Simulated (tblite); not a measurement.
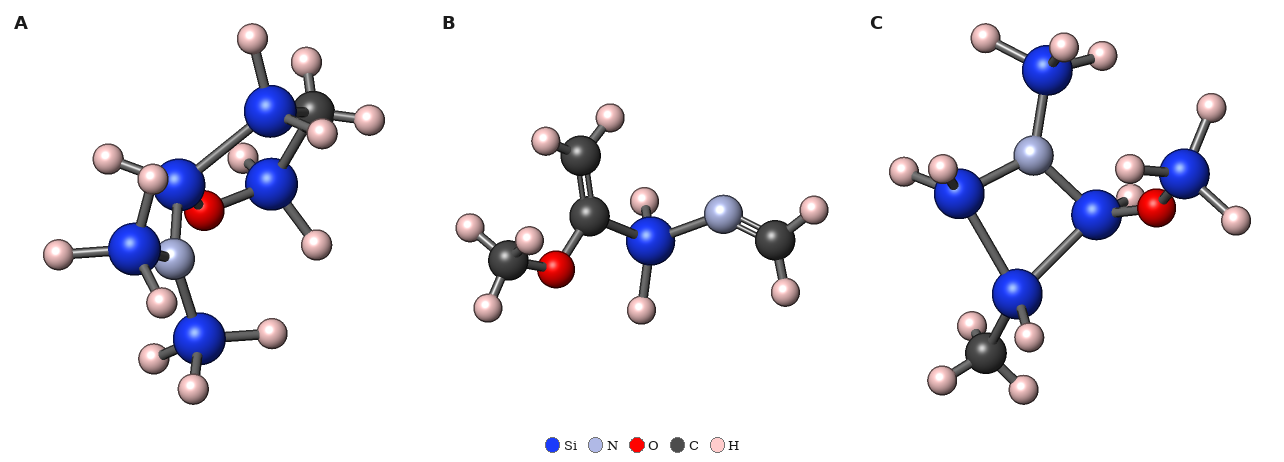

Figure made from data computed with tblite.

Which panel belongs to which SMILES?
(1) C=N[SiH2]C(=C)OC
(2) [SiH3]N([SiH3])[Si@@H]1O[SiH2]C[SiH2]1
(3) C[Si@@H]1[SiH2]N([SiH3])[Si@H]1O[SiH3]

A is (2), B is (1), C is (3).
